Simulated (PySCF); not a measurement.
# [Nd(PH3)]3+: other functionals and bases at one geometry

How far do other levels of theory move the description of [Nd(PH3)]3+, and what does each cost? The structure is generated, not taken from experiment.

Program: PySCF 2.14.0. Level of theory: several levels, as the steps say, no spin–orbit coupling. These are calculated values, not measurements.

3 further runs of the same task are left out: 1 for a known fault of the program, 1 that didn't finish, 1 set aside as unsound or not needed.

**1. Starting geometry**

5 atoms, charge 3, spin multiplicity 1.

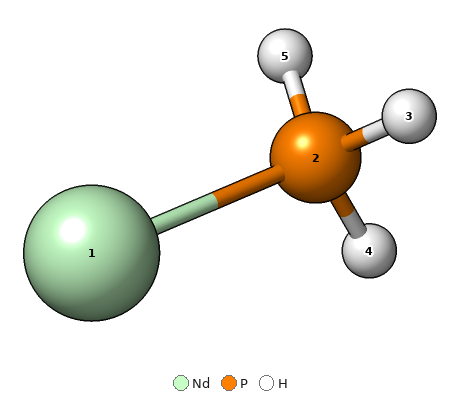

The geometry (neodymium light green, phosphorus orange, hydrogen white); atoms are numbered from 1 in the order of the file.

Coordinates:

```
atom     x (Å)     y (Å)     z (Å)
 Nd1   0.00000   0.00000  -0.50116
  P2   0.00000   0.00000   2.51959
  H3   1.32585  -0.00001   3.04483
  H4  -0.66292   1.14822   3.04483
  H5  -0.66293  -1.14822   3.04483
```

Formal oxidation states: Nd +3. Each metal's 3 4f electrons lie in its core potential, so multiplicities, spins and levels count the valence alone. An earlier session relaxed this geometry at TPSS, Nd lcecp-1-SVP with ECP49, P def2-SVP, H def2-SVP (singlet, point group C3v).

At TPSS on the finer grid: E = -375.697022 Eh, HOMO -22.88 eV, LUMO -20.26 eV, Mulliken charge on Nd1 +2.30 e, largest force component 0.003 eV/Å. 

Levels to run: TPSSh; B3LYP; BP86; PBE; TPSS, TZVP. Hardware: 2 threads of Arm Neoverse V1, shared host.

**2. TPSSh**

Contents of run.py (the lines that set the calculation):

```python
mol = gto.M(atom='''
Nd     0.00000     0.00000    -0.50116
P      0.00000     0.00000     2.51959
H      1.32585    -0.00001     3.04483
H     -0.66292     1.14822     3.04483
H     -0.66293    -1.14822     3.04483''',
    basis={'Nd': 'lcecp-1-SVP', 'P': 'def2-SVP', 'H': 'def2-SVP'},
    ecp={'Nd': 'lcecp-1-SVP'},
    charge=3, spin=0)
mf = dft.RKS(mol, xc='TPSSH')
mf.grids.atom_grid = (75, 302)  # f atoms: unpruned, at least (60, 302)
mf = mf.density_fit()  # fitting sets: Nd AutoAux, P def2-universal-JKFIT, H def2-universal-JKFIT
mf.conv_tol = 1e-08; mf.max_cycle = 55
mf.kernel(dm0)  # dm0: the density of the relaxed state
```

The run is started by

```bash
$ OMP_NUM_THREADS=2 python run.py
```

The program printed:

```text
init E= -375.684968249177
  HOMO = -0.854802436577369  LUMO = -0.728595573317503  gap/eV = 3.43426
cycle= 1 E= -375.685092668097  delta_E= -0.000124  |g|= 0.00962  |ddm|= 0.0577
  HOMO = -0.85320674457175  LUMO = -0.73279388247199  gap/eV = 3.27660
cycle= 2 E= -375.685037201113  delta_E= 5.55e-05  |g|= 0.0141  |ddm|= 0.0528
  HOMO = -0.854544147784143  LUMO = -0.730815759325588  gap/eV = 3.36682
cycle= 3 E= -375.68514335005  delta_E= -0.000106  |g|= 0.000569  |ddm|= 0.0303
  HOMO = -0.854414890140131  LUMO = -0.730667171587967  gap/eV = 3.36735
cycle= 4 E= -375.685143464011  delta_E= -1.14e-07  |g|= 0.000174  |ddm|= 0.00107
  HOMO = -0.854428058784055  LUMO = -0.7306956393001  gap/eV = 3.36693
cycle= 5 E= -375.685143479035  delta_E= -1.5e-08  |g|= 2.67e-05  |ddm|= 0.000323
  HOMO = -0.854427669562668  LUMO = -0.730699208961915  gap/eV = 3.36682
cycle= 6 E= -375.685143479262  delta_E= -2.27e-10  |g|= 6.35e-06  |ddm|= 5.38e-05
  HOMO = -0.854429846365324  LUMO = -0.730699059058616  gap/eV = 3.36689
Extra cycle  E= -375.685143479258  delta_E= 3.87e-12  |g|= 6.8e-06  |ddm|= 2.11e-05
converged SCF energy = -375.685143479258
```

It took 3 s on 2 threads of Arm Neoverse V1, shared host.

It gives: E = -375.685143 Eh, HOMO -23.25 eV, LUMO -19.88 eV, Mulliken charge on Nd1 +2.32 e, largest force component 0.071 eV/Å. 

**3. B3LYP**

Changes to run.py (the lines that set the calculation) since step 2:

```diff
@@ -9,3 +9,3 @@
     charge=3, spin=0)
-mf = dft.RKS(mol, xc='TPSSH')
+mf = dft.RKS(mol, xc='B3LYP')
 mf.grids.atom_grid = (75, 302)  # f atoms: unpruned, at least (60, 302)
```

The run is started by

```bash
$ OMP_NUM_THREADS=2 python run.py
```

The program printed:

```text
init E= -375.683268996748
  HOMO = -0.864745387737905  LUMO = -0.726180163217284  gap/eV = 3.77055
cycle= 1 E= -375.683750033099  delta_E= -0.000481  |g|= 0.00974  |ddm|= 0.128
  HOMO = -0.864404588379095  LUMO = -0.730267018977591  gap/eV = 3.65007
cycle= 2 E= -375.683727328292  delta_E= 2.27e-05  |g|= 0.0118  |ddm|= 0.0458
  HOMO = -0.86576520697605  LUMO = -0.728752702579825  gap/eV = 3.72830
cycle= 3 E= -375.683791252052  delta_E= -6.39e-05  |g|= 0.000745  |ddm|= 0.0243
  HOMO = -0.865607134312121  LUMO = -0.728782569629238  gap/eV = 3.72319
cycle= 4 E= -375.68379152497  delta_E= -2.73e-07  |g|= 0.000144  |ddm|= 0.00207
  HOMO = -0.865630396321858  LUMO = -0.728801926994029  gap/eV = 3.72329
cycle= 5 E= -375.683791533987  delta_E= -9.02e-09  |g|= 3.73e-05  |ddm|= 0.000462
  HOMO = -0.865631060469855  LUMO = -0.728796751014604  gap/eV = 3.72345
Extra cycle  E= -375.683791534381  delta_E= -3.93e-10  |g|= 3.02e-05  |ddm|= 0.000133
converged SCF energy = -375.683791534381
```

Wall time 2 s (2 threads of Arm Neoverse V1, shared host).

It gives: E = -375.683792 Eh, HOMO -23.56 eV, LUMO -19.83 eV, Mulliken charge on Nd1 +2.28 e, largest force component 0.045 eV/Å. 

**4. BP86**

Changes to run.py (the lines that set the calculation) since step 3:

```diff
@@ -9,3 +9,3 @@
     charge=3, spin=0)
-mf = dft.RKS(mol, xc='B3LYP')
+mf = dft.RKS(mol, xc='B88,P86')
 mf.grids.atom_grid = (75, 302)  # f atoms: unpruned, at least (60, 302)
```

The run is started by

```bash
$ OMP_NUM_THREADS=2 python run.py
```

The program printed:

```text
init E= -375.741132237419
  HOMO = -0.841545248034183  LUMO = -0.752108344932067  gap/eV = 2.43370
cycle= 1 E= -375.741619095376  delta_E= -0.000487  |g|= 0.0217  |ddm|= 0.141
  HOMO = -0.842241041596491  LUMO = -0.742674078642457  gap/eV = 2.70936
cycle= 2 E= -375.741156983012  delta_E= 0.000462  |g|= 0.0335  |ddm|= 0.136
  HOMO = -0.840883884567905  LUMO = -0.748543498405983  gap/eV = 2.51271
cycle= 3 E= -375.741933713201  delta_E= -0.000777  |g|= 0.00859  |ddm|= 0.0922
  HOMO = -0.841881977237559  LUMO = -0.748604691274227  gap/eV = 2.53820
cycle= 4 E= -375.741960478858  delta_E= -2.68e-05  |g|= 0.000889  |ddm|= 0.0139
  HOMO = -0.841735558582879  LUMO = -0.748623184607656  gap/eV = 2.53372
cycle= 5 E= -375.741960795191  delta_E= -3.16e-07  |g|= 0.000218  |ddm|= 0.00191
  HOMO = -0.841745738938044  LUMO = -0.748603387391743  gap/eV = 2.53453
cycle= 6 E= -375.741960819074  delta_E= -2.39e-08  |g|= 2.14e-05  |ddm|= 0.000388
  HOMO = -0.841746172212716  LUMO = -0.748601206441163  gap/eV = 2.53460
cycle= 7 E= -375.741960819271  delta_E= -1.97e-10  |g|= 3.24e-06  |ddm|= 3.87e-05
  HOMO = -0.841746791756417  LUMO = -0.748601249528853  gap/eV = 2.53462
Extra cycle  E= -375.741960819272  delta_E= -9.09e-13  |g|= 2.47e-06  |ddm|= 8.74e-06
converged SCF energy = -375.741960819272
```

Run time: 2.4 s. Hardware: 2 threads of Arm Neoverse V1, shared host.

It gives: E = -375.741961 Eh, HOMO -22.91 eV, LUMO -20.37 eV, Mulliken charge on Nd1 +2.27 e, largest force component 0.331 eV/Å. 

**5. PBE**

Changes to run.py (the lines that set the calculation) since step 4:

```diff
@@ -9,3 +9,3 @@
     charge=3, spin=0)
-mf = dft.RKS(mol, xc='B88,P86')
+mf = dft.RKS(mol, xc='PBE')
 mf.grids.atom_grid = (75, 302)  # f atoms: unpruned, at least (60, 302)
```

The run is started by

```bash
$ OMP_NUM_THREADS=2 python run.py
```

The program printed:

```text
init E= -375.495065729865
  HOMO = -0.838006897093063  LUMO = -0.754863155001989  gap/eV = 2.26246
cycle= 1 E= -375.495630939993  delta_E= -0.000565  |g|= 0.0243  |ddm|= 0.146
  HOMO = -0.839234899437628  LUMO = -0.744992233230519  gap/eV = 2.56447
cycle= 2 E= -375.495053767542  delta_E= 0.000577  |g|= 0.0374  |ddm|= 0.149
  HOMO = -0.837734866173943  LUMO = -0.751500031418871  gap/eV = 2.34657
cycle= 3 E= -375.496025581365  delta_E= -0.000972  |g|= 0.00975  |ddm|= 0.103
  HOMO = -0.838840500498769  LUMO = -0.751500991856417  gap/eV = 2.37663
cycle= 4 E= -375.496060426286  delta_E= -3.48e-05  |g|= 0.00112  |ddm|= 0.0161
  HOMO = -0.838637423129935  LUMO = -0.751513538384402  gap/eV = 2.37076
cycle= 5 E= -375.496060927063  delta_E= -5.01e-07  |g|= 0.000272  |ddm|= 0.00241
  HOMO = -0.838649137668046  LUMO = -0.751488680601142  gap/eV = 2.37176
cycle= 6 E= -375.496060959355  delta_E= -3.23e-08  |g|= 2.67e-05  |ddm|= 0.000502
  HOMO = -0.838650066158728  LUMO = -0.751486367333675  gap/eV = 2.37185
cycle= 7 E= -375.496060959681  delta_E= -3.26e-10  |g|= 4.32e-06  |ddm|= 5.01e-05
  HOMO = -0.838650786664168  LUMO = -0.751486533518501  gap/eV = 2.37186
Extra cycle  E= -375.496060959681  delta_E= -5.12e-13  |g|= 3.29e-06  |ddm|= 1.09e-05
converged SCF energy = -375.496060959681
```

It took 2.4 s on 2 threads of Arm Neoverse V1, shared host.

Read off: E = -375.496061 Eh, HOMO -22.82 eV, LUMO -20.45 eV, Mulliken charge on Nd1 +2.26 e, largest force component 0.376 eV/Å. 

**6. TPSS, TZVP**

Basis: Nd lcecp-1-TZVP with ECP49, P def2-TZVP, H def2-TZVP. 

Contents of run.py (the lines that set the calculation):

```python
mol = gto.M(atom='''
Nd     0.00000     0.00000    -0.50116
P      0.00000     0.00000     2.51959
H      1.32585    -0.00001     3.04483
H     -0.66292     1.14822     3.04483
H     -0.66293    -1.14822     3.04483''',
    basis={'Nd': 'lcecp-1-TZVP', 'P': 'def2-TZVP', 'H': 'def2-TZVP'},
    ecp={'Nd': 'lcecp-1-TZVP'},
    charge=3, spin=0)
mf = dft.RKS(mol, xc='TPSS')
mf.grids.atom_grid = (75, 302)  # f atoms: unpruned, at least (60, 302)
mf = mf.density_fit()  # fitting sets: Nd AutoAux, P def2-universal-JKFIT, H def2-universal-JKFIT
mf.conv_tol = 1e-08; mf.max_cycle = 55
mf.kernel(dm0)  # dm0: free metal ions and neutral atoms
```

The run is started by

```bash
$ OMP_NUM_THREADS=2 python run.py
```

The program printed:

```text
init E= -352.405621025521
  HOMO = -1.44630059964845  LUMO = -1.03966770627743  gap/eV = 11.06504
cycle= 1 E= -373.250633636713  delta_E= -20.8  |g|= 4.72  |ddm|= 3.52
  HOMO = -0.822928335673936  LUMO = -0.816786476502302  gap/eV = 0.16713
cycle= 2 E= -361.102326086442  delta_E= 12.1  |g|= 4.34  |ddm|= 5.19
  HOMO = -1.05245976773368  LUMO = -0.861334300056696  gap/eV = 5.20079
cycle= 3 E= -354.990476048511  delta_E= 6.11  |g|= 3.86  |ddm|= 7.58
  HOMO = -0.897701803732524  LUMO = -0.641046864038838  gap/eV = 6.98394
cycle= 4 E= -375.696913752572  delta_E= -20.7  |g|= 0.545  |ddm|= 6.06
  HOMO = -0.801646842688327  LUMO = -0.776633699568835  gap/eV = 0.68064
cycle= 5 E= -375.632697584607  delta_E= 0.0642  |g|= 0.657  |ddm|= 1.51
  HOMO = -0.845206963262314  LUMO = -0.736128449811348  gap/eV = 2.96818
cycle= 6 E= -375.820027128497  delta_E= -0.187  |g|= 0.101  |ddm|= 0.936
  HOMO = -0.8343256014468  LUMO = -0.743070478163611  gap/eV = 2.48318
cycle= 7 E= -375.824571557068  delta_E= -0.00454  |g|= 0.0292  |ddm|= 0.185
  HOMO = -0.836101833200942  LUMO = -0.741999270778158  gap/eV = 2.56066
cycle= 8 E= -375.824804459489  delta_E= -0.000233  |g|= 0.00703  |ddm|= 0.0389
  HOMO = -0.835741357786958  LUMO = -0.74281939110211  gap/eV = 2.52854
cycle= 9 E= -375.824826419909  delta_E= -2.2e-05  |g|= 0.00195  |ddm|= 0.00822
  HOMO = -0.835633906292237  LUMO = -0.743020530672385  gap/eV = 2.52014
cycle= 10 E= -375.824828326327  delta_E= -1.91e-06  |g|= 0.000191  |ddm|= 0.00276
  HOMO = -0.835616299178042  LUMO = -0.743041782933688  gap/eV = 2.51908
cycle= 11 E= -375.824828341931  delta_E= -1.56e-08  |g|= 3.05e-05  |ddm|= 0.000317
  HOMO = -0.835615472733146  LUMO = -0.743042051325346  gap/eV = 2.51905
cycle= 12 E= -375.82482834215  delta_E= -2.2e-10  |g|= 1.15e-05  |ddm|= 3.51e-05
  HOMO = -0.83561751201136  LUMO = -0.743037064693803  gap/eV = 2.51924
Extra cycle  E= -375.824828341946  delta_E= 2.04e-10  |g|= 2.31e-05  |ddm|= 5.52e-05
converged SCF energy = -375.824828341946
```

It took 9.6 s on 2 threads of Arm Neoverse V1, shared host.

Read off: E = -375.824828 Eh, HOMO -22.74 eV, LUMO -20.22 eV, Mulliken charge on Nd1 +2.35 e, largest force component 0.184 eV/Å. 

**7. All levels side by side**

| level | state | HOMO (eV) | gap (eV) | charge on Nd1 (e) | dipole (D) | largest force (eV/Å) | basis functions | time |
| --- | --- | --- | --- | --- | --- | --- | --- | --- |
| TPSS (relaxed here) | singlet | -22.88 | 2.62 | 2.30 | 2.23 | 0.00 | 66 | 9.9 s |
| TPSSh | singlet | -23.25 | 3.37 | 2.32 | 2.04 | 0.07 | 66 | 3 s |
| B3LYP | singlet | -23.56 | 3.72 | 2.28 | 2.14 | 0.05 | 66 | 2 s |
| BP86 | singlet | -22.91 | 2.53 | 2.27 | 2.57 | 0.33 | 66 | 2.4 s |
| PBE | singlet | -22.82 | 2.37 | 2.26 | 2.62 | 0.38 | 66 | 2.4 s |
| TPSS, TZVP | singlet | -22.74 | 2.52 | 2.35 | 2.33 | 0.18 | 102 | 9.6 s |

Times are on 2 threads of Arm Neoverse V1, shared host; the first row also made further properties. The dipole of a charged species depends on the origin, so these sizes hold for this origin alone.

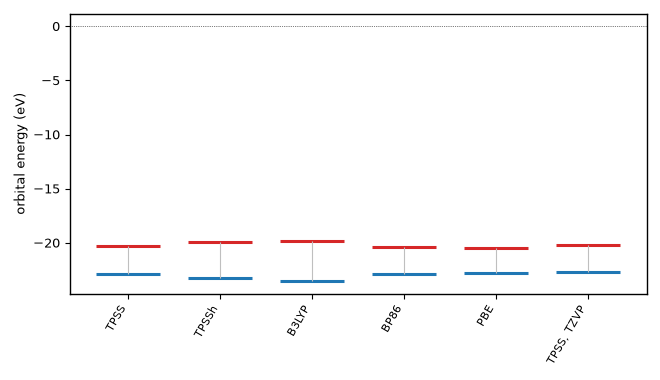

Highest filled and lowest empty level, method by method.

In one basis the HOMO–LUMO gap runs from 2.37 eV (PBE) to 3.72 eV (B3LYP). The largest leftover force, 0.38 eV/Å with PBE, stands at a geometry relaxed at another level. The Mulliken charge on Nd spans +2.26 to +2.35 e over the levels. With 4f in the core, its levels are missing from HOMO and gap. Total energies of different levels can't be compared. Spin–orbit coupling is left out throughout.
